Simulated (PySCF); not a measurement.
```xyz
10

Os    0.1362    0.0254    0.0865
O    -0.1344    0.5000    1.6860
O     1.7939   -0.3205    0.0073
O    -0.0673    1.3974   -0.8787
O    -2.0565   -0.3437   -0.1031
H    -2.6278   -0.4053    0.7047
H    -2.5864    0.1363   -0.7898
O    -0.1110   -1.9318   -0.6235
H    -0.9947   -2.3499   -0.7967
H     0.6333   -2.5599   -0.8317
```

Core potentials replace the inner electrons of Os.

Level of theory: RKS TPSS, Os def2-SVP with ECP60, O def2-SVP, H def2-SVP; non-relativistic Hamiltonian with scalar-relativistic core potentials where named; density fitting in PySCF 2.14.0.

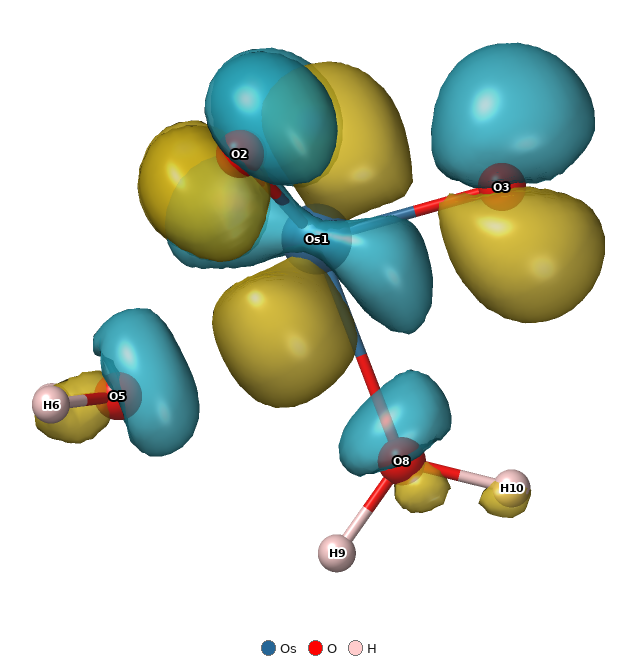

H₂O₄Os···H₂O (charge +2). One frontier orbital at ±0.1 Å⁻³ᐟ² (yellow and cyan are the two phases), seen across its widest extent.

Which orbital is it: HOMO or LUMO?

Answer. The LUMO, at −16.92 eV. It lies mainly on Os1 (about 45 %), O3 (about 30 %), O2 (about 10 %) and O4 (about 10 %).
